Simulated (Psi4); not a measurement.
Run report: C2H2, excited-state calculation (part 3 of 3)

C2H2; EOM-CC2/aug-cc-pVDZ, RHF (Psi4 1.11). The geometry comes from this level: PBE0-D4/def2-TZVP.

Geometry of the input (Å):
```
C  0.1555  -0.5421  0.2004
C  -0.1555  0.5421  -0.2004
H  0.4322  -1.5065  0.5569
H  -0.4322  1.5065  -0.5569
```

### What the program printed, continued
```
			**************************
			*                        *
			*        CCDENSITY       *
			*                        *
			**************************

	Input parameters:
	-----------------
	Wave function    = EOM_CC2
	Reference wfn    =   RHF
	Dertype          = 0
	Tolerance        = 1.0e-14
	Cache Level      = 2
	AO Basis         = No
	OPDM Only        = Yes
	Relax OPDM       = No
	Compute Xi       = No
	Use Zeta         = No
	Xi connected     = Yes
	Compute NO       = No

	Nuclear Rep. energy (wfn)     =   24.845404823087964
	SCF energy          (wfn)     =  -76.828667141187452
	Reference energy    (file100) =  -76.828667141187339
	CC2 energy          (CC_INFO) =   -0.270561146810258
	Total CC2 energy    (CC_INFO) =  -77.099228287997590
	Number of States = 5

	Ground?  State     EOM Energy       R0
	  Yes     0  A    0.0000000000   1.00000000
	   No     1  A    0.2726465882   0.00000000
	   No     2  A    0.2838985553  -0.00000000
	   No     3  A    0.2838985553   0.00000000
	   No     4  A    0.3022359076  -0.00000000
DDoing transition

	Oscillator Strength for 1  A
	                              X    	       Y    	       Z
	<0|mu_e|n>               0.00000789 	 -0.00000002 	  0.00002668
	<n|mu_e|0>               0.00000831 	 -0.00000000 	  0.00002808
	Dipole Strength          0.00000000
	Oscillator Strength      0.00000000
	Einstein A Coefficient   3.53703107e-01
	Einstein B Coefficient   9.91265076e+10
Doing transition

	Length-Gauge Rotational Strength for 1  A
	                              X    	       Y    	       Z
	<0|mu_e|n>               0.00000789 	 -0.00000002 	  0.00002668
	<n|mu_m|0>              -0.00000000 	  0.00000000 	  0.00000000
	<0|mu_m|n>*             -0.00000000 	  0.00000000 	 -0.00000000
	<n|mu_e|0>*              0.00000831 	 -0.00000000 	  0.00002808

	Rotational Strength (au)                 -0.00000000
	Rotational Strength (10^-40 esu^2 cm^2)  -0.00000000

	Velocity-Gauge Rotational Strength for 1  A
	                              X    	       Y    	       Z
	<0|mu_e|n>               0.00000146 	 -0.00000001 	  0.00000493
	<n|mu_m|0>              -0.00000000 	  0.00000000 	  0.00000000
	<0|mu_m|n>*             -0.00000000 	  0.00000000 	 -0.00000000
	<n|mu_e|0>*              0.00000156 	 -0.00000000 	  0.00000527

	Rotational Strength (au)                 -0.00000000
	Rotational Strength (10^-40 esu^2 cm^2)  -0.00000000
Doing transition
DDoing transition

	Oscillator Strength for 2  A
	                              X    	       Y    	       Z
	<0|mu_e|n>              -0.00000194 	 -0.00000007 	 -0.00007435
	<n|mu_e|0>              -0.00001471 	 -0.00000001 	 -0.00007785
	Dipole Strength          0.00000001
	Oscillator Strength      0.00000000
	Einstein A Coefficient   2.85120897e+00
	Einstein B Coefficient   7.07767531e+11
Doing transition

	Length-Gauge Rotational Strength for 2  A
	                              X    	       Y    	       Z
	<0|mu_e|n>              -0.00000194 	 -0.00000007 	 -0.00007435
	<n|mu_m|0>              -0.00000000 	 -0.00000000 	 -0.00000000
	<0|mu_m|n>*             -0.00000000 	 -0.00000000 	 -0.00000000
	<n|mu_e|0>*             -0.00001471 	 -0.00000001 	 -0.00007785

	Rotational Strength (au)                  0.00000000
	Rotational Strength (10^-40 esu^2 cm^2)   0.00000000

	Velocity-Gauge Rotational Strength for 2  A
	                              X    	       Y    	       Z
	<0|mu_e|n>              -0.00000042 	 -0.00000002 	 -0.00001772
	<n|mu_m|0>              -0.00000000 	 -0.00000000 	 -0.00000000
	<0|mu_m|n>*             -0.00000000 	 -0.00000000 	 -0.00000000
	<n|mu_e|0>*             -0.00000349 	 -0.00000000 	 -0.00001852

	Rotational Strength (au)                  0.00000000
	Rotational Strength (10^-40 esu^2 cm^2)   0.00000000
Doing transition
DDoing transition

	Oscillator Strength for 3  A
	                              X    	       Y    	       Z
	<0|mu_e|n>               0.00007561 	 -0.00000000 	 -0.00001471
	<n|mu_e|0>               0.00008033 	  0.00000001 	 -0.00000317
	Dipole Strength          0.00000001
	Oscillator Strength      0.00000000
	Einstein A Coefficient   2.99978037e+00
	Einstein B Coefficient   7.44648029e+11
Doing transition

	Length-Gauge Rotational Strength for 3  A
	                              X    	       Y    	       Z
	<0|mu_e|n>               0.00007561 	 -0.00000000 	 -0.00001471
	<n|mu_m|0>               0.00000000 	 -0.00000000 	  0.00000000
	<0|mu_m|n>*              0.00000000 	 -0.00000000 	 -0.00000000
	<n|mu_e|0>*              0.00008033 	  0.00000001 	 -0.00000317

	Rotational Strength (au)                  0.00000000
	Rotational Strength (10^-40 esu^2 cm^2)   0.00000000

	Velocity-Gauge Rotational Strength for 3  A
	                              X    	       Y    	       Z
	<0|mu_e|n>               0.00001819 	  0.00000000 	 -0.00000356
	<n|mu_m|0>               0.00000000 	 -0.00000000 	  0.00000000
	<0|mu_m|n>*              0.00000000 	 -0.00000000 	 -0.00000000
	<n|mu_e|0>*              0.00001918 	  0.00000000 	 -0.00000078

	Rotational Strength (au)                  0.00000000
	Rotational Strength (10^-40 esu^2 cm^2)   0.00000000
Doing transition
DDoing transition

	Oscillator Strength for 4  A
	                              X    	       Y    	       Z
	<0|mu_e|n>              -0.18708224 	 -0.00000018 	 -0.62123349
	<n|mu_e|0>              -0.19362229 	 -0.00000018 	 -0.64295067
	Dipole Strength          0.43564578
	Oscillator Strength      0.08777853
	Einstein A Coefficient   2.57626963e+08
	Einstein B Coefficient   5.30034657e+19
Doing transition

	Length-Gauge Rotational Strength for 4  A
	                              X    	       Y    	       Z
	<0|mu_e|n>              -0.18708224 	 -0.00000018 	 -0.62123349
	<n|mu_m|0>              -0.00000000 	 -0.00000000 	  0.00000000
	<0|mu_m|n>*             -0.00000000 	 -0.00000000 	  0.00000000
	<n|mu_e|0>*             -0.19362229 	 -0.00000018 	 -0.64295067

	Rotational Strength (au)                 -0.00000000
	Rotational Strength (10^-40 esu^2 cm^2)  -0.00000000

	Velocity-Gauge Rotational Strength for 4  A
	                              X    	       Y    	       Z
	<0|mu_e|n>              -0.05618777 	 -0.00000005 	 -0.18657957
	<n|mu_m|0>              -0.00000000 	 -0.00000000 	  0.00000000
	<0|mu_m|n>*             -0.00000000 	 -0.00000000 	  0.00000000
	<n|mu_e|0>*             -0.05854088 	 -0.00000005 	 -0.19439341

	Rotational Strength (au)                 -0.00000000
	Rotational Strength (10^-40 esu^2 cm^2)  -0.00000000
Doing transition
Doing transition

	                   Ground State -> Excited State Transitions

	                   Excitation Energy          OS       RS        RS     Einstein A
	State   (eV)    (cm^-1)    (nm)     (au)              (l,au)   (v,au)     (s^-1)
	 1  A   7.419   59839.0   167.1   0.272647   0.0000  -0.0000  -0.0000  3.537031E-01
	 2  A   7.725   62308.5   160.5   0.283899   0.0000   0.0000   0.0000  2.851209E+00
	 3  A   7.725   62308.5   160.5   0.283899   0.0000   0.0000   0.0000  2.999780E+00
	 4  A   8.224   66333.1   150.8   0.302236   0.0878  -0.0000  -0.0000  2.576270E+08

Doing transition

	*********************************************************************
	*********************************************************************
	************                                             ************
	************ Excited State-Excited State Transition Data ************
	************                                             ************
	*********************************************************************
	*********************************************************************

	*** Computing <1 A|X{pq}}|2 A> (LEFT) Transition Density ***

		*** LTD Setup complete.
		***...density has been built...
		***...density has been sorted...

	*** Computing <2 A|X{pq}}|1 A> (RIGHT) Transition Density ***

		*** RTD Setup complete.
		***...density has been built...
		***...density has been sorted...

	*** 1A -> 2A transition densities complete.

	Oscillator Strength for 1  A to 2  A
	                              X    	       Y    	       Z
	<0|mu_e|n>               0.00000000 	  0.00000000 	  0.00000000
	<n|mu_e|0>               0.00000000 	 -0.00000000 	  0.00000000
	Dipole Strength          0.00000000
	Oscillator Strength      0.00000000
	Einstein A Coefficient   0.00000000e+00
	Einstein B Coefficient   3.82678161e-07

	Length-Gauge Rotational Strength for 1  A to 2  A Transition
	                              X    	       Y    	       Z
	<p|mu_e|q>               0.00000000 	  0.00000000 	  0.00000000
	<q|mu_m|p>              -0.00000017 	 -0.00000000 	 -0.00000103
	<p|mu_m|q>*              0.00000009 	 -0.00000001 	 -0.00000105
	<q|mu_e|p>*              0.00000000 	 -0.00000000 	  0.00000000

	Rotational Strength (au)                 -0.00000000
	Rotational Strength (10^-40 esu^2 cm^2)  -0.00000000

	Velocity-Gauge Rotational Strength for 1  A
	                              X    	       Y    	       Z
	<p|mu_e|q>               0.00000000 	  0.00000000 	  0.00000000
	<q|mu_m|p>              -0.00000017 	 -0.00000000 	 -0.00000103
	<p|mu_m|q>*              0.00000009 	 -0.00000001 	 -0.00000105
	<q|mu_e|p>*             -0.00000000 	 -0.00000000 	  0.00000000

	Rotational Strength (au)                 -0.00000000
	Rotational Strength (10^-40 esu^2 cm^2)  -0.00000000

	*** Computing <1 A|X{pq}}|3 A> (LEFT) Transition Density ***

		*** LTD Setup complete.
		***...density has been built...
		***...density has been sorted...

	*** Computing <3 A|X{pq}}|1 A> (RIGHT) Transition Density ***

		*** RTD Setup complete.
		***...density has been built...
		***...density has been sorted...

	*** 1A -> 3A transition densities complete.

	Oscillator Strength for 1  A to 3  A
	                              X    	       Y    	       Z
	<0|mu_e|n>              -0.00000000 	 -0.00000000 	  0.00000000
	<n|mu_e|0>              -0.00000000 	 -0.00000000 	  0.00000000
	Dipole Strength          0.00000000
	Oscillator Strength      0.00000000
	Einstein A Coefficient   0.00000000e+00
	Einstein B Coefficient   2.11841140e-08

	Length-Gauge Rotational Strength for 1  A to 3  A Transition
	                              X    	       Y    	       Z
	<p|mu_e|q>              -0.00000000 	 -0.00000000 	  0.00000000
	<q|mu_m|p>               0.00000124 	 -0.00000004 	 -0.00000009
	<p|mu_m|q>*              0.00000151 	 -0.00000004 	 -0.00000034
	<q|mu_e|p>*             -0.00000000 	 -0.00000000 	  0.00000000

	Rotational Strength (au)                 -0.00000000
	Rotational Strength (10^-40 esu^2 cm^2)  -0.00000000

	Velocity-Gauge Rotational Strength for 1  A
	                              X    	       Y    	       Z
	<p|mu_e|q>               0.00000000 	 -0.00000000 	 -0.00000000
	<q|mu_m|p>               0.00000124 	 -0.00000004 	 -0.00000009
	<p|mu_m|q>*              0.00000151 	 -0.00000004 	 -0.00000034
	<q|mu_e|p>*              0.00000000 	 -0.00000000 	 -0.00000000

	Rotational Strength (au)                  0.00000000
	Rotational Strength (10^-40 esu^2 cm^2)   0.00000000

	*** Computing <2 A|X{pq}}|3 A> (LEFT) Transition Density ***

		*** LTD Setup complete.
		***...density has been built...
		***...density has been sorted...

	*** Computing <3 A|X{pq}}|2 A> (RIGHT) Transition Density ***

		*** RTD Setup complete.
		***...density has been built...
		***...density has been sorted...

	*** 2A -> 3A transition densities complete.

	Oscillator Strength for 2  A to 3  A
	                              X    	       Y    	       Z
	<0|mu_e|n>              -0.00000000 	  0.00000000 	  0.00000000
	<n|mu_e|0>              -0.00000000 	  0.00000000 	  0.00000000
	Dipole Strength          0.00000000
	Oscillator Strength      0.00000000
	Einstein A Coefficient   0.00000000e+00
	Einstein B Coefficient   2.85039803e-07

	Length-Gauge Rotational Strength for 2  A to 3  A Transition
	                              X    	       Y    	       Z
	<p|mu_e|q>              -0.00000000 	  0.00000000 	  0.00000000
	<q|mu_m|p>              -0.00000161 	  1.01177920 	  0.00000039
	<p|mu_m|q>*             -0.00000127 	  1.01177920 	  0.00000041
	<q|mu_e|p>*             -0.00000000 	  0.00000000 	  0.00000000

	Rotational Strength (au)                  0.00000000
	Rotational Strength (10^-40 esu^2 cm^2)   0.00000000

	Velocity-Gauge Rotational Strength for 2  A
	                              X    	       Y    	       Z
	<p|mu_e|q>               0.00000000 	 -0.00000000 	 -0.00000000
	<q|mu_m|p>              -0.00000161 	  1.01177920 	  0.00000039
	<p|mu_m|q>*             -0.00000127 	  1.01177920 	  0.00000041
	<q|mu_e|p>*              0.00000000 	 -0.00000000 	 -0.00000000

	Rotational Strength (au)                 -0.00005145
	Rotational Strength (10^-40 esu^2 cm^2)  -0.02425390

	*** Computing <1 A|X{pq}}|4 A> (LEFT) Transition Density ***

		*** LTD Setup complete.
		***...density has been built...
		***...density has been sorted...

	*** Computing <4 A|X{pq}}|1 A> (RIGHT) Transition Density ***

		*** RTD Setup complete.
		***...density has been built...
		***...density has been sorted...

	*** 1A -> 4A transition densities complete.

	Oscillator Strength for 1  A to 4  A
	                              X    	       Y    	       Z
	<0|mu_e|n>               0.00000000 	  0.00000000 	 -0.00000000
	<n|mu_e|0>               0.00000000 	  0.00000000 	 -0.00000000
	Dipole Strength          0.00000000
	Oscillator Strength      0.00000000
	Einstein A Coefficient   0.00000000e+00
	Einstein B Coefficient   1.68347765e-03

	Length-Gauge Rotational Strength for 1  A to 4  A Transition
	                              X    	       Y    	       Z
	<p|mu_e|q>               0.00000000 	  0.00000000 	 -0.00000000
	<q|mu_m|p>              -0.03090211 	  0.00000007 	 -0.10261489
	<p|mu_m|q>*             -0.03014915 	  0.00000007 	 -0.10011459
	<q|mu_e|p>*              0.00000000 	  0.00000000 	 -0.00000000

	Rotational Strength (au)                  0.00000000
	Rotational Strength (10^-40 esu^2 cm^2)   0.00000000

	Velocity-Gauge Rotational Strength for 1  A
	                              X    	       Y    	       Z
	<p|mu_e|q>               0.00000000 	 -0.00000000 	 -0.00000000
	<q|mu_m|p>              -0.03090211 	  0.00000007 	 -0.10261489
	<p|mu_m|q>*             -0.03014915 	  0.00000007 	 -0.10011459
	<q|mu_e|p>*              0.00000000 	 -0.00000000 	 -0.00000000

	Rotational Strength (au)                  0.00000000
	Rotational Strength (10^-40 esu^2 cm^2)   0.00000000

	*** Computing <2 A|X{pq}}|4 A> (LEFT) Transition Density ***

		*** LTD Setup complete.
		***...density has been built...
		***...density has been sorted...

	*** Computing <4 A|X{pq}}|2 A> (RIGHT) Transition Density ***

		*** RTD Setup complete.
		***...density has been built...
		***...density has been sorted...

	*** 2A -> 4A transition densities complete.

	Oscillator Strength for 2  A to 4  A
	                              X    	       Y    	       Z
	<0|mu_e|n>              -0.00000000 	  0.00000000 	  0.00000000
	<n|mu_e|0>              -0.00000000 	  0.00000000 	  0.00000000
	Dipole Strength          0.00000000
	Oscillator Strength      0.00000000
	Einstein A Coefficient   0.00000000e+00
	Einstein B Coefficient   2.25727342e-03

	Length-Gauge Rotational Strength for 2  A to 4  A Transition
	                              X    	       Y    	       Z
	<p|mu_e|q>              -0.00000000 	  0.00000000 	  0.00000000
	<q|mu_m|p>               0.00305716 	  0.00000447 	  0.09904114
	<p|mu_m|q>*              0.01798033 	  0.00000204 	  0.09682470
	<q|mu_e|p>*             -0.00000000 	  0.00000000 	  0.00000000

	Rotational Strength (au)                  0.00000000
	Rotational Strength (10^-40 esu^2 cm^2)   0.00000000

	Velocity-Gauge Rotational Strength for 2  A
	                              X    	       Y    	       Z
	<p|mu_e|q>              -0.00000000 	  0.00000000 	  0.00000000
	<q|mu_m|p>               0.00305716 	  0.00000447 	  0.09904114
	<p|mu_m|q>*              0.01798033 	  0.00000204 	  0.09682470
	<q|mu_e|p>*             -0.00000000 	 -0.00000000 	  0.00000000

	Rotational Strength (au)                 -0.00000000
	Rotational Strength (10^-40 esu^2 cm^2)  -0.00000000

	*** Computing <3 A|X{pq}}|4 A> (LEFT) Transition Density ***

		*** LTD Setup complete.
		***...density has been built...
		***...density has been sorted...

	*** Computing <4 A|X{pq}}|3 A> (RIGHT) Transition Density ***

		*** RTD Setup complete.
		***...density has been built...
		***...density has been sorted...

	*** 3A -> 4A transition densities complete.

	Oscillator Strength for 3  A to 4  A
	                              X    	       Y    	       Z
	<0|mu_e|n>              -0.00000000 	 -0.00000000 	 -0.00000000
	<n|mu_e|0>              -0.00000000 	  0.00000000 	 -0.00000000
	Dipole Strength          0.00000000
	Oscillator Strength      0.00000000
	Einstein A Coefficient   0.00000000e+00
	Einstein B Coefficient   2.28561166e-03

	Length-Gauge Rotational Strength for 3  A to 4  A Transition
	                              X    	       Y    	       Z
	<p|mu_e|q>              -0.00000000 	 -0.00000000 	 -0.00000000
	<q|mu_m|p>              -0.09742297 	  0.00001750 	  0.01809034
	<p|mu_m|q>*             -0.09843318 	  0.00001891 	  0.00303733
	<q|mu_e|p>*             -0.00000000 	  0.00000000 	 -0.00000000

	Rotational Strength (au)                 -0.00000000
	Rotational Strength (10^-40 esu^2 cm^2)  -0.00000000

	Velocity-Gauge Rotational Strength for 3  A
	                              X    	       Y    	       Z
	<p|mu_e|q>              -0.00000000 	 -0.00000000 	 -0.00000000
	<q|mu_m|p>              -0.09742297 	  0.00001750 	  0.01809034
	<p|mu_m|q>*             -0.09843318 	  0.00001891 	  0.00303733
	<q|mu_e|p>*             -0.00000000 	 -0.00000000 	 -0.00000000

	Rotational Strength (au)                 -0.00000000
	Rotational Strength (10^-40 esu^2 cm^2)  -0.00000000

	                   Ground State -> Excited State Transitions

	                   Excitation Energy          OS       RS        RS     Einstein A
	State   (eV)    (cm^-1)    (nm)     (au)              (l,au)   (v,au)     (s^-1)
	 1  A   7.419   59839.0   167.1   0.272647   0.0000  -0.0000  -0.0000  3.537031E-01
	 2  A   7.725   62308.5   160.5   0.283899   0.0000   0.0000   0.0000  2.851209E+00
	 3  A   7.725   62308.5   160.5   0.283899   0.0000   0.0000   0.0000  2.999780E+00
	 4  A   8.224   66333.1   150.8   0.302236   0.0878  -0.0000  -0.0000  2.576270E+08

	                   Excited State -> Excited State Transitions

	                        Excitation Energy          OS       RS        RS     Einstein A
	Transition   (eV)    (cm^-1)    (nm)     (au)              (l,au)   (v,au)     (s^-1)
	  1A->2A   0.306    2469.5  4049.4   0.011252   0.0000  -0.0000  -0.0000  0.000000E+00
	  1A->3A   0.306    2469.5  4049.4   0.011252   0.0000  -0.0000   0.0000  0.000000E+00
	  2A->3A   0.000       0.0 11659702111745.0   0.000000   0.0000   0.0000  -0.0001  0.000000E+00
	  1A->4A   0.805    6494.1  1539.9   0.029589   0.0000   0.0000   0.0000  0.000000E+00
	  2A->4A   0.499    4024.6  2484.7   0.018337   0.0000   0.0000  -0.0000  0.000000E+00
	  3A->4A   0.499    4024.6  2484.7   0.018337   0.0000  -0.0000  -0.0000  0.000000E+00

    Psi4 run time: 0:00:14.07
```

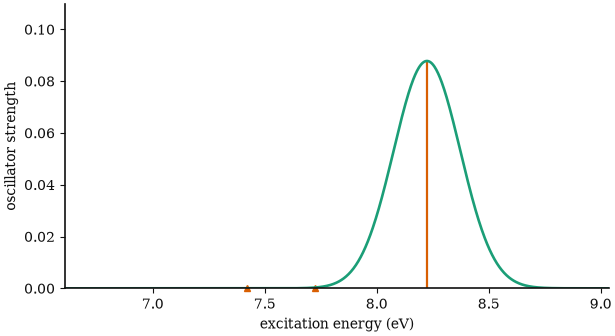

Figure 1. Computed excitations as sticks (degenerate states added up, dark ones marked on the axis), with a Gaussian envelope of 0.35 eV full width at half maximum, scaled to the tallest. Of the 4 states the lowest lies at 7.42 eV (f = 0.000); the strongest line is at 8.22 eV, or 151 nm (f = 0.088).

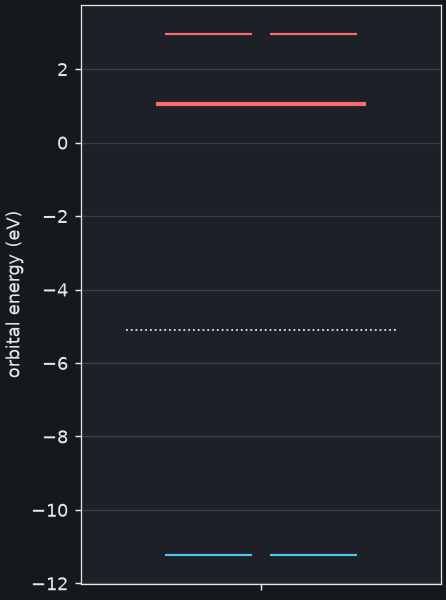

Figure 2. Orbital energies near the frontier (SCF reference); the dotted line parts filled from empty levels, and levels within 0.02 eV of each other stand side by side. Highest filled −11.22 eV, lowest empty 1.02 eV, 12.24 eV apart.
